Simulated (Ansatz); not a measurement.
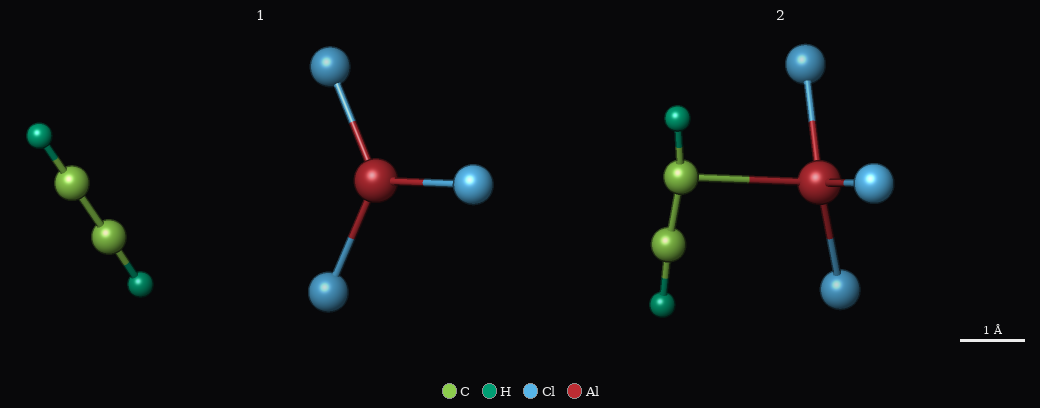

Two geometries of C₂H₂AlCl₃, drawn at one scale. One is the start of a relaxation, the other its converged end. A ball-and-stick model, seen at a tilt.

These are results of RKS revPBE-D4/STO-3G (Ansatz 0.2.0), not measurements. (no spin polarisation; force threshold 0.02 eV/Å; at most 40 steps)

> Which geometry has the lower energy?

Structure 2 is the relaxed one. The run prepares the start of a later molecular dynamics calculation, from a guessed geometry. The energy falls by 82.0 kJ/mol in 18 geometry steps. The largest force component goes from 1.4 to 0.0066 eV/Å. A Cl atom moves most after the best rigid fit: 2.00 Å. Largest moves by element: Cl 2.00 Å, H 1.87 Å, C 1.40 Å, Al 1.21 Å. Among the contacts that change: Al–C 4.889 → 2.334 Å, Al–C 4.304 → 2.569 Å, Al–Cl 2.029 → 2.096 Å, C–H 1.050 → 1.098 Å. New bonds form, among them: Al–C (4.89 → 2.33 Å). Among the angles between lasting bonds that change: C–C–H 179.9° → 167.4°, Cl–Al–Cl 120.9° → 117.3°, C–C–H 179.0° → 175.7°. Cost: 42 s on 1 thread of Arm Neoverse V1, with other jobs on the host, peak memory 0.12 GiB.

Limits of the set-up: the start holds two separate molecules, 3.0 Å apart at their closest, whose relative position is a soft coordinate; STO-3G is a minimal basis, so the numbers are rough.
